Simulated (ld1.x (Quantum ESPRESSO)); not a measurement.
**A PAW potential for aluminium, from input to tests**

Do these settings give a usable potential? It is generated, then checked for transferability, scattering, ghosts and hardness.

Method: ld1.x (Quantum ESPRESSO) 7.5, BP86, non-relativistic.

## 1. The atom and the settings

The settings as typed:

| Quantity | Value |
| --- | --- |
| element | aluminium (Al, Z = 13) |
| type | PAW |
| frozen core | [Ne] |
| valence charge | 3 |
| reference configuration | 3s2 3p1 |
| partial waves | 3s (bound): rcut 1.70, rcutus 2.00 bohr; 3s channel at 1.75 Ry: rcut 1.70, rcutus 2.00 bohr; 3p (bound): rcut 1.25, rcutus 1.70 bohr; 3p channel at 0.1 Ry: rcut 1.25, rcutus 1.70 bohr |
| local potential | all-electron potential smoothed inside 1.40 bohr (lloc = -1) |
| core correction | a·sin(br)/r model core, default radius (core density twice the valence density) |
| augmentation charge | PSQ, inside the norm-conserving radii |

The nodes and maxima of the atom's own shells, from an earlier all-electron run, set the scale for the radii.

All-electron outer shells of the reference configuration (BP86, non-relativistic, ld1.x):

```json
{"shell": "2s", "level (eV)": "-107.85", "outermost node (bohr)": "0.17", "outermost maximum (bohr)": "0.50"}
{"shell": "2p", "level (eV)": "-69.82", "outermost node (bohr)": "–", "outermost maximum (bohr)": "0.43"}
{"shell": "3s", "level (eV)": "-7.84", "outermost node (bohr)": "0.80", "outermost maximum (bohr)": "2.09"}
{"shell": "3p", "level (eV)": "-2.82", "outermost node (bohr)": "0.82", "outermost maximum (bohr)": "2.64"}
```

## 2. Generation

Input file Al.in:

```
 &input
   title='Al', zed=13., rel=0, dft='BP', iswitch=3,
   config='[Ne] 3s2 3p1',
   nld=2, rlderiv=2.20, eminld=-3.0, emaxld=5.0, deld=0.02
 /
 &inputp
   pseudotype=3, lpaw=.true., tm=.true., lloc=-1, rcloc=1.40,
   nlcc=.true.,
   which_augfun='PSQ', rmatch_augfun_nc=.true.,
   file_pseudopw='Al.UPF', file_wfcaegen='ae.wfc', file_wfcncgen='nc.wfc', file_beta='beta', file_chi='chi', file_wfcusgen='us.wfc'
 /
4
3S  1  0   2.00   0.00  1.70  2.00  0.0
3S  1  0   0.00   1.75  1.70  2.00  0.0
3P  2  1   1.00   0.00  1.25  1.70  0.0
3P  2  1   0.00   0.10  1.25  1.70  0.0
 &test
   configts(1)='3s2 3p1'
 /
```

Started as:

```
$ ld1.x < Al.in > Al.out
```

Output in Al.out (without the banner and most projector matrices):

```text
     Program LD1 v.7.5
     --------------------------- All-electron run ----------------------------

     Al

     atomic number is 13.00
     dft =BP   lsd =0 sic =0 latt =0  beta=0.20 tr2=1.0E-14
     Exchange-correlation= BP
                           (   1   1   1   1   0   0   0)
     mesh =1135 r(mesh) = 100.48924 a.u. xmin = -7.00 dx = 0.01250
     1 Ry =  13.60569312 eV

     n l     nl                  e(Ry)          e(Ha)          e(eV)
     1 0     1S 1( 2.00)      -110.8884       -55.4442     -1508.7142
     2 0     2S 1( 2.00)        -7.9270        -3.9635      -107.8527
     2 1     2P 1( 6.00)        -5.1318        -2.5659       -69.8213
     3 0     3S 1( 2.00)        -0.5759        -0.2880        -7.8360
     3 1     3P 1( 1.00)        -0.2071        -0.1036        -2.8181

     final scf error:  2.7E-15 reached in  26 iterations

     Etot =    -484.766418 Ry,    -242.383209 Ha,   -6595.583119 eV

     Ekin =     483.968102 Ry,     241.984051 Ha,    6584.721480 eV
     Encl =   -1157.311157 Ry,    -578.655579 Ha,  -15746.020457 eV
     Eh   =     225.681975 Ry,     112.840988 Ha,    3070.559697 eV
     Exc  =     -37.105338 Ry,     -18.552669 Ha,    -504.843840 eV

     normalization and overlap integrals

     s(1S/1S) =  1.000000  <r> =   0.1205  <r2> =    0.0195  r(max) =   0.0789
     s(2S/2S) =  1.000000  <r> =   0.6278  <r2> =    0.4727  r(max) =   0.4954
     s(2P/2P) =  1.000000  <r> =   0.6038  <r2> =    0.4637  r(max) =   0.4264
     s(3S/3S) =  1.000000  <r> =   2.5468  <r2> =    7.5795  r(max) =   2.0856
     s(3P/3P) =  1.000000  <r> =   3.4252  <r2> =   14.0992  r(max) =   2.6447

     ------------------------ End of All-electron run ------------------------

     --------------------- Generating PAW atomic setup --------------------

      Generating local potential from pseudized AE potential:
      Matching radius rcloc =   1.4000

      Local pseudo, rcloc= 1.398 Estimated cut-off energy=    12.23 Ry

      Computing core charge for nlcc:

       r > 1.31 : true rho core
       r < 1.31 : rho core = a sin(br)/r    a=   1.82  b=   2.07

      Integrated core pseudo-charge :   1.47
      Wfc-us  3S rcutus= 1.984  Estimated cut-off energy=    11.12 Ry
      Wfc-us  3S rcutus= 1.984  Estimated cut-off energy=    16.00 Ry
      Wfc-us  3P rcutus= 1.708  Estimated cut-off energy=    23.98 Ry
      Wfc-us  3P rcutus= 1.708  Estimated cut-off energy=    24.33 Ry

     Required augmentation: PSQ   radius:    2.000000

     Q pseudized with Bessel functions
     Expected ecutrho=     161.1737 due to l1=  1   l2=  1

     Estimated PAW energy =  -39.462154 Ryd

     The PAW screened D coefficients
     0.72417     0.89829     0.00000     0.00000
     0.89829     1.13469     0.00000     0.00000
     0.00000     0.00000     0.10801     0.18966
     0.00000     0.00000     0.18966     0.33233

     The PAW descreened D coefficients (US)
     0.58141     0.60742     0.00000     0.00000
     0.60742     0.64658     0.00000     0.00000
     0.00000     0.00000     0.28199     0.47258
     0.00000     0.00000     0.47258     0.79190

     ------------------- End of pseudopotential generation -------------------

     [... the all-electron block is printed once more ...]


     Computing logarithmic derivative in   2.20631
     Computing logarithmic derivative in   2.20631
     Computing the partial wave expansion
     R is outside the sphere for l=    0 j= 0.00
     R is outside the sphere for l=    0 j= 0.00
     R is outside the sphere for l=    1 j= 0.00
     R is outside the sphere for l=    1 j= 0.00

     ---------------------- Testing the pseudopotential ----------------------

     Al

     atomic number is 13.00   valence charge is  3.00
     dft = SLA  PZ   B88  P86   lsd =0 sic =0 latt =0  beta=0.20 tr2=1.0E-14
     mesh =1135 r(mesh) = 100.48924 xmin = -7.00 dx = 0.01250

     n l     nl             e AE (Ry)        e PS (Ry)    De AE-PS (Ry)
     1 0     3S   1( 2.00)       -0.57593       -0.57593        0.00000
     2 1     3P   1( 1.00)       -0.20713       -0.20713        0.00000

     eps = 3.6E-15  iter =  1

     Etot =    -484.766418 Ry,    -242.383209 Ha,   -6595.583119 eV
     Etotps =   -39.462154 Ry,     -19.731077 Ha,    -536.909952 eV

     Ekin =       5.645203 Ry,       2.822601 Ha,      76.806897 eV
     Encl =     -10.893246 Ry,      -5.446623 Ha,    -148.210164 eV
     Ehrt =       2.891227 Ry,       1.445614 Ha,      39.337154 eV
     Ecxc =     -37.105338 Ry,     -18.552669 Ha,    -504.843840 eV
     (Ecc =      -1.311942 Ry,      -0.655971 Ha,     -17.849882 eV)

     ---------------------- End of pseudopotential test ----------------------
```

Run time: 1.2 s. Hardware: 1 thread, shared host. This counts the later configuration tests of the new file too.

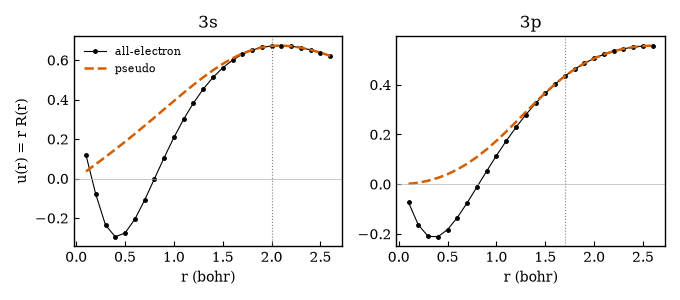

All-electron and pseudo partial waves (3s, 3p), with the matching radii dotted. The curves join 26 sampled radii.

## 3. Testing the new file in other configurations

Input file Al.test.in:

```
 &input
   title='Al', zed=13., rel=0, dft='BP', iswitch=2,
   config='[Ne] 3s2 3p1'
 /
 &test
   file_pseudo='Al.UPF', nconf=8,
   configts(1)='3s2 3p1',
   configts(2)='3s2 3p0',
   configts(3)='3s1 3p0',
   configts(4)='3s2 3p0.5',
   configts(5)='3s1 3p2',
   configts(6)='3s2 3p1.3',
   configts(7)='3s0 3p3',
   configts(8)='3s1 3p1'
 /
```

Started as:

```
$ ld1.x < Al.test.in > Al.test.out
```

Al.test.out, the pseudopotential blocks:

```text
     ---------------------- Testing the pseudopotential ----------------------

     Al

     atomic number is 13.00   valence charge is  3.00
     dft =SLA  PZ   B88  P86   lsd =0 sic =0 latt =0  beta=0.20 tr2=1.0E-14
     mesh =1135 r(mesh) = 100.48924 xmin = -7.00 dx = 0.01250

     n l     nl             e AE (Ry)        e PS (Ry)    De AE-PS (Ry)
     1 0     3S   1( 2.00)       -0.57593       -0.57593       -0.00000
     2 1     3P   1( 1.00)       -0.20713       -0.20713       -0.00000

     eps = 1.2E-15  iter =  1

     Etot =    -484.766418 Ry,    -242.383209 Ha,   -6595.583122 eV
     Etotps =   -39.462154 Ry,     -19.731077 Ha,    -536.909952 eV

     Ekin =       5.645203 Ry,       2.822601 Ha,      76.806897 eV
     Encl =     -10.893246 Ry,      -5.446623 Ha,    -148.210163 eV
     Ehrt =       2.891227 Ry,       1.445614 Ha,      39.337154 eV
     Ecxc =     -37.105338 Ry,     -18.552669 Ha,    -504.843840 eV
     (Ecc =      -1.311942 Ry,      -0.655971 Ha,     -17.849882 eV)

     ---------------------- End of pseudopotential test ----------------------

     ---------------------- Testing the pseudopotential ----------------------

     Al

     [...]
     n l     nl             e AE (Ry)        e PS (Ry)    De AE-PS (Ry)
     1 0     3S   1( 2.00)       -1.09620       -1.09655        0.00035
     2 1     3P   1( 0.00)       -0.67379       -0.67399        0.00020

     eps = 3.3E-15  iter =  8

     Etot =    -484.334969 Ry,    -242.167484 Ha,   -6589.712954 eV
     Etotps =   -39.030647 Ry,     -19.515323 Ha,    -531.039000 eV
     dEtot_ae =       0.431449 Ry
     dEtot_ps =       0.431507 Ry,   Delta E=      -0.000058 Ry

     [...]
     ---------------------- End of pseudopotential test ----------------------

     ---------------------- Testing the pseudopotential ----------------------

     Al

     [...]
     n l     nl             e AE (Ry)        e PS (Ry)    De AE-PS (Ry)
     1 0     3S   1( 1.00)       -1.75205       -1.75556        0.00351
     2 1     3P   1( 0.00)       -1.27418       -1.27665        0.00247

     eps = 8.2E-15  iter =  7

     Etot =    -482.914041 Ry,    -241.457020 Ha,   -6570.380245 eV
     Etotps =   -37.608139 Ry,     -18.804069 Ha,    -511.684798 eV
     dEtot_ae =       1.852377 Ry
     dEtot_ps =       1.854015 Ry,   Delta E=      -0.001637 Ry

     [...]
     ---------------------- End of pseudopotential test ----------------------

     ---------------------- Testing the pseudopotential ----------------------

     Al

     [...]
     n l     nl             e AE (Ry)        e PS (Ry)    De AE-PS (Ry)
     1 0     3S   1( 2.00)       -0.82203       -0.82211        0.00008
     2 1     3P   1( 0.50)       -0.42695       -0.42699        0.00003

     eps = 7.6E-15  iter =  8

     Etot =    -484.609200 Ry,    -242.304600 Ha,   -6593.444053 eV
     Etotps =   -39.304930 Ry,     -19.652465 Ha,    -534.770811 eV
     dEtot_ae =       0.157219 Ry
     dEtot_ps =       0.157224 Ry,   Delta E=      -0.000005 Ry

     [...]
     ---------------------- End of pseudopotential test ----------------------

     ---------------------- Testing the pseudopotential ----------------------

     Al

     [...]
     n l     nl             e AE (Ry)        e PS (Ry)    De AE-PS (Ry)
     1 0     3S   1( 1.00)       -0.63598       -0.63628        0.00030
     2 1     3P   1( 2.00)       -0.25330       -0.25336        0.00006

     eps = 7.5E-16  iter =  9

     Etot =    -484.390484 Ry,    -242.195242 Ha,   -6590.468278 eV
     Etotps =   -39.086100 Ry,     -19.543050 Ha,    -531.793480 eV
     dEtot_ae =       0.375934 Ry
     dEtot_ps =       0.376054 Ry,   Delta E=      -0.000120 Ry

     [...]
     ---------------------- End of pseudopotential test ----------------------

     ---------------------- Testing the pseudopotential ----------------------

     Al

     [...]
     n l     nl             e AE (Ry)        e PS (Ry)    De AE-PS (Ry)
     1 0     3S   1( 2.00)       -0.44674       -0.44673       -0.00001
     2 1     3P   1( 1.30)       -0.09263       -0.09263       -0.00000

     eps = 9.7E-15  iter =  6

     Etot =    -484.810996 Ry,    -242.405498 Ha,   -6596.189631 eV
     Etotps =   -39.506731 Ry,     -19.753366 Ha,    -537.516459 eV
     dEtot_ae =      -0.044578 Ry
     dEtot_ps =      -0.044577 Ry,   Delta E=      -0.000000 Ry

     [...]
     ---------------------- End of pseudopotential test ----------------------

     ---------------------- Testing the pseudopotential ----------------------

     Al

     [...]
     n l     nl             e AE (Ry)        e PS (Ry)    De AE-PS (Ry)
     1 0     3S   1( 0.00)       -0.68696       -0.68768        0.00073
     2 1     3P   1( 3.00)       -0.29277       -0.29293        0.00016

     eps = 5.4E-16  iter =  7

     Etot =    -484.001860 Ry,    -242.000930 Ha,   -6585.180785 eV
     Etotps =   -38.697079 Ry,     -19.348540 Ha,    -526.500588 eV
     dEtot_ae =       0.764558 Ry
     dEtot_ps =       0.765074 Ry,   Delta E=      -0.000516 Ry

     [...]
     ---------------------- End of pseudopotential test ----------------------

     ---------------------- Testing the pseudopotential ----------------------

     Al

     [...]
     n l     nl             e AE (Ry)        e PS (Ry)    De AE-PS (Ry)
     1 0     3S   1( 1.00)       -1.15345       -1.15442        0.00097
     2 1     3P   1( 1.00)       -0.72522       -0.72574        0.00052

     eps = 4.5E-15  iter =  6

     Etot =    -483.909725 Ry,    -241.954863 Ha,   -6583.927222 eV
     Etotps =   -38.605109 Ry,     -19.302554 Ha,    -525.249260 eV
     dEtot_ae =       0.856693 Ry
     dEtot_ps =       0.857045 Ry,   Delta E=      -0.000352 Ry

     [...]
     ---------------------- End of pseudopotential test ----------------------
```

The tests as a table, with energies relative to 3s2 3p1.

| valence configuration | charge | ΔE all-electron (eV) | error AE − PS (meV) |
| --- | --- | --- | --- |
| 3s2 3p0 | +1 | 5.870 | -0.8 |
| 3s1 3p0 | +2 | 25.203 | -22 |
| 3s2 3p0.5 | +0.5 | 2.139 | -0.1 |
| 3s1 3p2 | 0 | 5.115 | -1.6 |
| 3s2 3p1.3 | -0.3 | -0.607 | 0.0 |
| 3s0 3p3 | 0 | 10.402 | -7.0 |
| 3s1 3p1 | +1 | 11.656 | -4.8 |

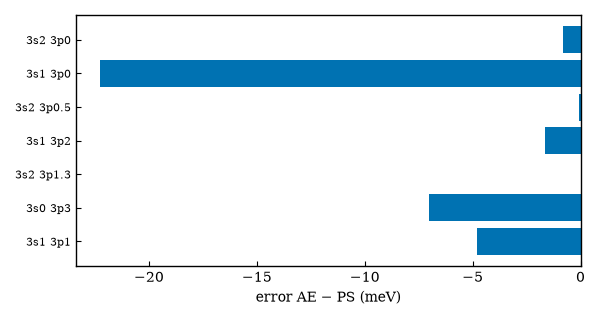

Error of the potential in each test configuration.

## 4. Logarithmic derivatives

Taken from the files of the generation run. The phase is arctan(r·u′/u) with u = r·R, unwrapped, with energies in Ry. A pole is an energy at which the radial function vanishes at the test radius. The pseudo phase is shifted by a multiple of π to meet the all-electron one at the reference energy. Levels narrower than the energy grid can be missing from the poles. Where the grid stepped over a known ghost or core level, its pole and its step of π were put in at the level's energy. The last column is the largest difference on the grid between −1 and +1 Ry.

| channel | radius (bohr) | reference (Ry) | poles AE | poles PS | window around the reference with phases within 0.05 rad (Ry) | largest difference near zero (rad) |
| --- | --- | --- | --- | --- | --- | --- |
| s | 2.21 | -0.58 | 1.97 | 1.97 | below 4.9 | 0.000 |
| p | 2.21 | -0.21 | 2.81 | -1.92, 2.86 | above -1.9 | 0.000 |

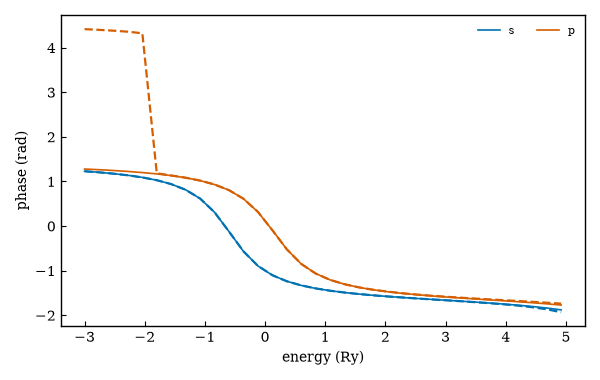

Phases by channel: all-electron solid, pseudo dashed.

## 5. Plane-wave convergence, by spherical Bessel functions

This step uses the generator's waves and projectors in a separate script. Basis: spherical Bessel functions vanishing at 20 bohr, q² up to the cutoff; potential fixed at the reference.

All-electron valence levels (Ry): 3s -0.5759, 3p -0.2071. The lowest levels of each channel (Ry) by cutoff; the last column sums, over occupied levels, occupation times the distance from the level at 400 Ry. A positive value at high cutoff is not a bound level.

| cutoff (Ry) | s #1 | p #1 | p #2 | d #1 | f #1 | Σ f·Δε (mRy) |
| --- | --- | --- | --- | --- | --- | --- |
| 6 | -0.5714 | -0.2067 | 0.0226 | 0.0440 | 0.0966 | 9.6 |
| 8 | -0.5751 | -0.2068 | 0.0226 | 0.0439 | 0.0966 | 2.0 |
| 10 | -0.5758 | -0.2069 | 0.0226 | 0.0439 | 0.0966 | 0.6 |
| 12 | -0.5758 | -0.2070 | 0.0226 | 0.0438 | 0.0966 | 0.3 |
| 15 | -0.5758 | -0.2071 | 0.0226 | 0.0438 | 0.0966 | 0.2 |
| 400 | -0.5759 | -1.9168 | -0.2071 | 0.0438 | 0.0966 | 0.0 |

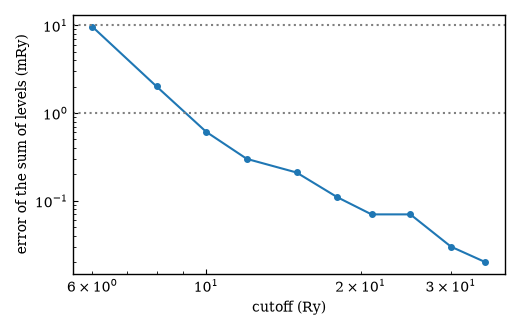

Occupation-weighted error of the valence levels against the cutoff; the dotted lines mark 10 and 1 mRy.

The sum stays within 10 mRy from 6 Ry or less and within 1 mRy from 10 Ry. The sum leaves out empty levels, which can need more. Ghost test: ghost state, bound below the all-electron valence or empty levels of the same l: p at -26.1 eV.

## 6. Outcome

| quantity | value |
| --- | --- |
| cutoffs for 10 and 1 mRy, occupied levels | 6 Ry or less and 10 Ry |
| bound ghosts | p at -26.08 eV |
| largest test error (AE − PS) | -22 meV, for 3s1 3p0 |
| largest phase difference near zero energy, channels read | 0.000 rad |
| lowest eigenvalue of the overlap (Bessel basis) | 0.422 (s) |
| density cutoff estimated by the generator | 161 Ry |

**Reading.** A bound ghost (p) makes it unfit for use: electrons can fall into a state that the atom doesn't have. The worst unpolarised test, 3s1 3p0, is off by 22 meV on 25.2 eV; by total energies transferability rates as good. Atomic tests can pass in spite of a ghost, since they solve only for the levels asked. By its cutoff, 6 Ry or less for the looser tolerance, it is soft on the atom at that tolerance. The slowest occupied level is 3s: taken alone it needs 8 Ry to come within 1 mRy, against 6 Ry or less for 3p. Near zero energy the phases of the channels with partial waves agree within 0.001 rad. The pseudo curves have a pole with no partner nearby in the atom's: p at -1.92 Ry.
